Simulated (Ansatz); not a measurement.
# SiH₅ (doublet): correlated methods under varied settings at distance Si1–H5 along a hydrogen transfer = 1.570 Å

What do other methods and options give for SiH₅ (doublet) at this geometry, and how long do they take?

Program: Ansatz 0.2.0, Gaussian basis. Level of theory: the settings change from run to run. These are calculated values, not measurements.

10 further runs of the same task are left out: 1 for a mislabelled method, 8 that didn't finish, 1 set aside as unsound or not needed.

### Step 1. What is computed

The geometry derives from fragments relaxed apart (PBE0/def2-TZVP) and kept rigid, so it is no stationary point. A hydrogen atom is moved between rigid fragments.

6 atoms, charge 0, spin multiplicity 2.

Atoms are counted from 1 here; the program's logs count them from 0.

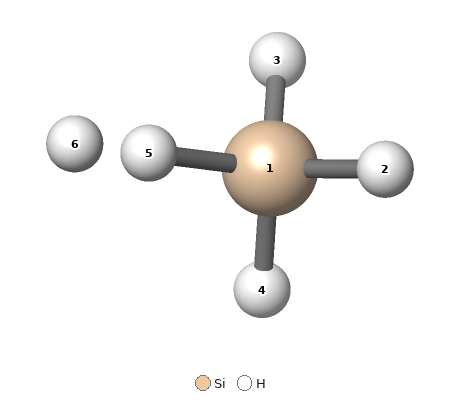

The structure; silicon light orange, hydrogen white; atoms are numbered from 1 in the order of the file.

### Step 2. CASCI(5,5)/def2-mTZVP

in.yaml reads:

```yaml
crystal:
  periodic: [false, false, false]
  atoms:
    - {symbol: Si, position_ang: [-0.079581, 0.000000, 0.000000]}
    - {symbol: H, position_ang: [-0.574453, 1.399708, 0.000000]}
    - {symbol: H, position_ang: [-0.574453, -0.699854, 1.212183]}
    - {symbol: H, position_ang: [-0.574453, -0.699854, -1.212183]}
    - {symbol: H, position_ang: [1.490419, 0.000000, 0.000000]}
    - {symbol: H, position_ang: [2.450419, 0.000000, 0.000000]}
basis:
  gaussian: {orbitals: def2-mTZVP}
magnetization: {spin_polarized: false, initial_magnetization: 1}
correlation: {active_space: {window: {electrons: 5, orbitals: 5}, fixed_orbitals: true}}
```

Started as:

```bash
$ ansatz run in.yaml --threads 1 --pin off --events-out ev --progress --plain --max-ram 2393MiB
```

Log:

```text
Functional definition: HF
  name "HF"
  cite "Fock, Z. Phys. 61, 126 (1930) doi:10.1007/BF01340294"
  parent pbe
  exchange = exact_x
  correlation = 0
366 factors; integrals over basis functions are off by at most 7.4e-4 eV
mean field evaluation 1: about -7936.8929 eV, gradient 1.0e1 eV
mean field evaluation 2: about -7936.8929 eV, gradient 1.0e1 eV
mean field evaluation 4: about -7937.7189 eV, gradient 8.0e-1 eV
mean field evaluation 8: about -7937.7397 eV, gradient 2.5e-3 eV
mean field -7937.73971788 eV, -291.7065542389 hartree, gradient 3.7e-6 eV, S^2 0.750000; 0 other end points of the search recorded, 0 dependent functions left out
reference -7937.73971788 eV, -291.7065542389 hartree; 10, 9 occupied and 27, 28 virtual orbitals, 366 factors
state -7937.77531306 eV, -291.7078623376 hartree
WARN: the results are in doubt because the space or a class takes a part of the degenerate orbitals at 3.7256 eV
Total energy: -7937.77531306 eV, -291.7078623376 hartree
In doubt: the space or a class takes a part of the degenerate orbitals at 3.7256 eV
```

It took 0.21 s on 1 thread of Intel Xeon Platinum 8488C, shared host.

From the report: 48 determinants; active occupations 2.00, 2.00, 1.00, 0.00, 0.00. The program marks this result as in doubt; its last lines say why.

### Step 3. CASSCF(5,3)/def2-mTZVP

in.yaml, as its differences from that of step 2:

```diff
@@ -12,2 +12,2 @@
 magnetization: {spin_polarized: false, initial_magnetization: 1}
-correlation: {active_space: {window: {electrons: 5, orbitals: 5}, fixed_orbitals: true}}
+correlation: {active_space: {window: {electrons: 5, orbitals: 3}}}
```

Same command.

Log:

```text
Functional definition: HF
  name "HF"
  cite "Fock, Z. Phys. 61, 126 (1930) doi:10.1007/BF01340294"
  parent pbe
  exchange = exact_x
  correlation = 0
366 factors; integrals over basis functions are off by at most 7.4e-4 eV
mean field evaluation 1: about -7936.8929 eV, gradient 1.0e1 eV
mean field evaluation 2: about -7936.8929 eV, gradient 1.0e1 eV
mean field evaluation 4: about -7937.7189 eV, gradient 8.0e-1 eV
mean field evaluation 8: about -7937.7397 eV, gradient 2.5e-3 eV
mean field -7937.73971788 eV, -291.7065542389 hartree, gradient 3.7e-6 eV, S^2 0.750000; 0 other end points of the search recorded, 0 dependent functions left out
reference -7937.73971788 eV, -291.7065542389 hartree; 10, 9 occupied and 27, 28 virtual orbitals, 366 factors
state -7937.73971788 eV, -291.7065542389 hartree
Total energy: -7937.73971788 eV, -291.7065542389 hartree
```

It took 0.27 s on 1 thread of Intel Xeon Platinum 8488C, shared host.

From the report: 3 determinants; active occupations 2.00, 2.00, 1.00. With so small a space the active step adds no correlation: the energy is the mean field's.

### Step 4. CCSD on UHF/6-31G

in.yaml, as its differences from that of step 3:

```diff
@@ -10,4 +10,4 @@
 basis:
-  gaussian: {orbitals: def2-mTZVP}
-magnetization: {spin_polarized: false, initial_magnetization: 1}
-correlation: {active_space: {window: {electrons: 5, orbitals: 3}}}
+  gaussian: {orbitals: 6-31G}
+magnetization: {spin_polarized: true, initial_magnetization: 1}
+correlation: {method: ccsd, electrons: outside_noble_gas, diis_vectors: 2}
```

Same command.

Log, cut to the lines that bear on the results:

```text
Functional definition: HF
  name "HF"
  cite "Fock, Z. Phys. 61, 126 (1930) doi:10.1007/BF01340294"
  parent pbe
[...]
300 factors; integrals over basis functions are off by at most 6.1e-4 eV
[...]
mean field -7936.15471769 eV, -291.6483065563 hartree, gradient 7.2e-6 eV, S^2 0.773891; 0 other end points of the search recorded, 0 dependent functions left out
5 core orbitals not correlated: weight in the atoms' cores, before any rotation towards them, 1.000 or more for the frozen orbitals, at most 0.000 for the correlated occupied ones
reference -7936.15471769 eV, -291.6483065563 hartree; 5, 4 occupied and 13, 14 virtual orbitals, 300 factors
second order -1.78022721 eV of doubles, -0.00000000 eV of singles
cycle   1  -2.24312329 eV  change   -4.6e-1 eV  update   5.7e-2
[...]
cycle  11  -2.50363135 eV  change   -4.1e-6 eV  update   3.8e-6
Total energy: -7938.65834904 eV, -291.7403133112 hartree
```

Wall time 0.27 s (1 thread of Intel Xeon Platinum 8488C, shared host).

From the report: ⟨S²⟩ of the determinant 0.774 (pure doublet: 0.75); correlation -2.5036 eV; T1 0.013; largest double amplitude 0.05.

### Step 5. BCCD(T)/cc-pVDZ

in.yaml, as its differences from that of step 4:

```diff
@@ -10,4 +10,6 @@
 basis:
-  gaussian: {orbitals: 6-31G}
+  gaussian: {orbitals: cc-pVDZ, fitting: {mean_field: def2-universal-jkfit}, point_charges: [{charge: -1.00, position_ang: [5.780, -0.320, 0.778]}]}
 magnetization: {spin_polarized: true, initial_magnetization: 1}
-correlation: {method: ccsd, electrons: outside_noble_gas, diis_vectors: 2}
+hamiltonian: {xc: {name: PBE}}
+correlation: {method: bccd_t, electrons: all}
+accuracy: high
```

The command is unchanged.

Log, cut to the lines that bear on the results:

```text
Functional definition: PBE
  name "PBE"
  cite "Perdew, Burke & Ernzerhof, Phys. Rev. Lett. 77, 3865 (1996) doi:10.1103/PhysRevLett.77.3865"
  parent pbe
[...]
218 factors; integrals over basis functions are off by at most 3.5e-1 eV
[...]
mean field -7951.28056255 eV, -292.2041711023 hartree, gradient 4.8e-8 eV, S^2 0.754510; 0 other end points of the search recorded, 0 dependent functions left out
reference -7937.48614746 eV, -291.6972356977 hartree; 10, 9 occupied and 33, 34 virtual orbitals, 218 factors
second order -3.93421604 eV of doubles, -0.30780816 eV of singles
cycle   1  -4.82530911 eV  change   -5.8e-1 eV  update   5.2e-2
[...]
cycle  20  -5.03674609 eV  change   1.8e-10 eV  update   1.6e-9
perturbative correction -0.09346281 eV, -0.0034346949 hartree
Total energy: -7942.61635635 eV, -291.8857673972 hartree
```

Run time: 5 s. Hardware: 1 thread of Intel Xeon Platinum 8488C, shared host.

From the report: ⟨S²⟩ of the determinant 0.755 (pure doublet: 0.75); correlation -5.1302 eV; largest double amplitude 0.04.

### Step 6. The runs in one table

 † marks a result that the program doubts.

| level | correlated | functions | energy (eV) | time |
| --- | --- | --- | --- | --- |
| CASCI(5,5)/def2-mTZVP † |  | 37 | -7937.7753 | 0.21 s |
| CASSCF(5,3)/def2-mTZVP |  | 37 | -7937.7397 | 0.27 s |
| CCSD on UHF/6-31G | outside noble gas | 23 | -7938.6583 | 0.27 s |
| BCCD(T)/cc-pVDZ (beside a point charge, on PBE orbitals) | all | 43 | -7942.6164 | 5 s |

### Step 7. Summary of results

| quantity | value |
| --- | --- |
| runs | 4 |
| quickest | CASCI(5,5)/def2-mTZVP †, 0.21 s |
| slowest | BCCD(T)/cc-pVDZ (beside a point charge, on PBE orbitals), 5 s |

What this shows: Total energies in different bases, with other cores or another treatment of relativity can't be set against each other. BCCD(T)/cc-pVDZ (beside a point charge, on PBE orbitals) took 24 times as long as CASCI(5,5)/def2-mTZVP †; the jobs differ in more than the method.
